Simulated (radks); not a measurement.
# Te⁴⁺: atomic calculation

- system: the tellurium ion Te⁴⁺ in the configuration [Kr] 4d10 5s2.
- method: scalar-relativistic Kohn-Sham, PBE, spin-polarised, spherical densities, finite nucleus (the in-house radial solver radks)

Input:
```
Z 52
configuration [Kr] 4d10 5s2
relativity scalar-relativistic
functional pbe,pbe
spin polarised
nucleus finite rms 4.7423 fm
c 137.035999084
```

Energies in input and log are in hartree, lengths in bohr (the nuclear radius in fm).

Output:
```
1s      1   1.0000       -1163.89744349
2s      1   1.0000        -179.85022723
2p      1   3.0000        -161.62233603
3s      1   1.0000         -37.07597536
3p      1   3.0000         -31.14961796
3d      1   5.0000         -22.18799325
4s      1   1.0000          -7.63109417
4p      1   3.0000          -5.79269256
4d      1   5.0000          -3.10827991
5s      1   1.0000          -1.95643758
1s      2   1.0000       -1163.89744349
2s      2   1.0000        -179.85022723
2p      2   3.0000        -161.62233603
3s      2   1.0000         -37.07597536
3p      2   3.0000         -31.14961796
3d      2   5.0000         -22.18799325
4s      2   1.0000          -7.63109417
4p      2   3.0000          -5.79269256
4d      2   5.0000          -3.10827991
5s      2   1.0000          -1.95643758
Etot -6790.927513009593
Ekin 7114.9866550429
Encl -16350.586761269464
Eh 2618.9458935493876
Exc -174.27330033241634
err 1.4417222060468333e-09
it 15
```

Orbitals:

```
orbital  occupation  energy (eV)  ⟨r⟩ (bohr)  outer maximum (bohr)
1s down           1     −31671.3     0.02781                0.0179
  1s up           1     −31671.3     0.02781                0.0179
  2s up           1      −4894.0      0.1199                 0.101
2s down           1      −4894.0      0.1199                 0.101
2p down           3      −4398.0      0.1048                0.0812
  2p up           3      −4398.0      0.1048                0.0812
3s down           1      −1008.9      0.3221                 0.293
  3s up           1      −1008.9      0.3221                 0.293
  3p up           3     −847.624      0.3202                 0.286
3p down           3     −847.624      0.3202                 0.286
  3d up           5     −603.766      0.2967                 0.238
3d down           5     −603.766      0.2967                 0.238
  4s up           1     −207.653      0.7640                 0.701
4s down           1     −207.653      0.7640                 0.701
  4p up           3     −157.627      0.8195                 0.738
4p down           3     −157.627      0.8195                 0.738
  4d up           5      −84.581      0.9597                 0.809
4d down           5      −84.581      0.9597                 0.809
  5s up           1      −53.237       1.868                  1.70
5s down           1      −53.237       1.868                  1.70
```

Slater integrals of the outer shells (hartree):

```csv
integral,value
"F0(5s,5s)",0.4811
"F0(5s,4d)",0.5822
"G2(5s,4d)",0.0780
"F0(5s,4p)",0.5954
"G1(5s,4p)",0.0448
"F0(5s,4s)",0.6006
"G0(5s,4s)",0.0307
"F0(4d,4d)",0.9407
```

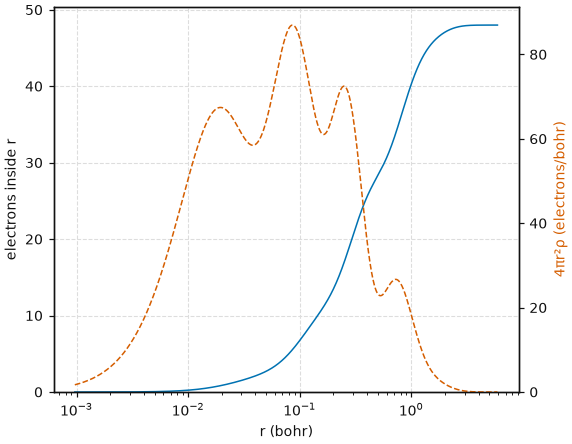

*The number of electrons inside radius r (solid) and the radial density 4πr²ρ (dashed).*

The count levels off at 48 electrons. Half of them lie within 0.363 bohr, 90 % within 1.20 bohr and 99 % within 2.31 bohr. The radial density has minima at 0.0380, 0.164 and 0.528 bohr, where the count stands at 2.0, 11.2 and 28.9; these part the shells that the density resolves.

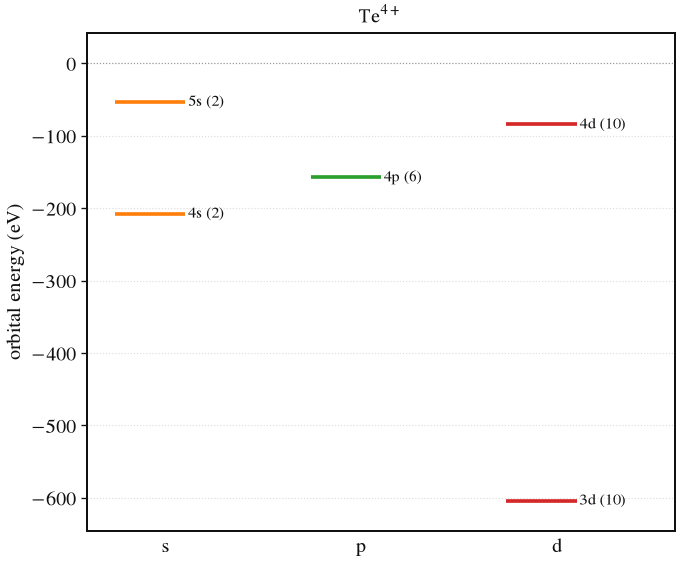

*The outer levels are drawn by angular momentum (occupations in brackets).*

The highest occupied level is 5s at −53.2 eV. From the top down the occupied levels run 5s (−53.2 eV), 4d (−84.6 eV), 4p (−157.6 eV), 4s (−207.7 eV), 3d (−603.8 eV). The measured ionisation energy (NIST) is 59.3 eV; minus the highest level, 53.2 eV, lies 10 % below it, as is usual for a semilocal functional, whose potential decays too fast.

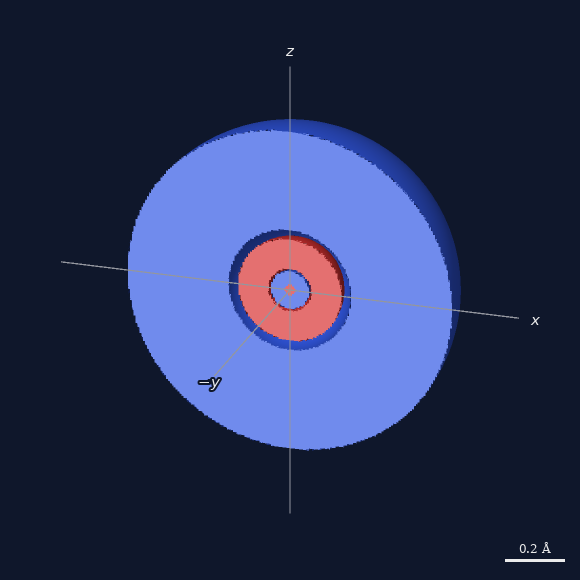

*The 4s orbital. The radial function comes from the spherical calculation and is multiplied by a real spherical harmonic; the overall sign is chosen so that the largest lobe of P(r) is positive; at the scalar-relativistic level it is the large component. The surface of constant |ψ| that holds about 90 % of the electron is drawn, blue where ψ is positive and red where it is negative, with the half in front of the xz plane cut away and the cut face painted.*

It has no angular node and 3 radial nodes, at r = 0.0347, 0.138 and 0.381 bohr. The outermost maximum of P² lies at 0.701 bohr, ⟨r⟩ = 0.764 bohr, 90 % of the charge lies within 1.10 bohr, and the eigenvalue is −207.7 eV, with 2 electrons in the shell.

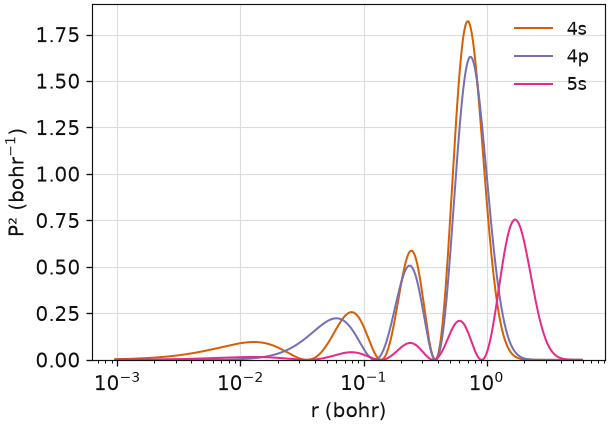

*The radial probability densities P² of 4p, 5s and 4s.*

4s: outer maximum at 0.701 bohr, ⟨r⟩ = 0.764 bohr, 3 nodes, eigenvalue −207.7 eV; 4p: outer maximum at 0.738 bohr, ⟨r⟩ = 0.820 bohr, 2 nodes, eigenvalue −157.6 eV; 5s: outer maximum at 1.70 bohr, ⟨r⟩ = 1.87 bohr, 4 nodes, eigenvalue −53.2 eV.

Key numbers:

```tsv
quantity	value
outcome	converged
total energy	−6790.9275 hartree
kinetic energy	7114.9867 hartree
electron–nucleus energy	−16350.5868 hartree
Hartree energy	2618.9459 hartree
exchange–correlation energy	−174.273300 hartree
radius at density 0.001 e/bohr³	3.24 bohr
SCF iterations	15
hardware	1 CPU thread, shared host
```
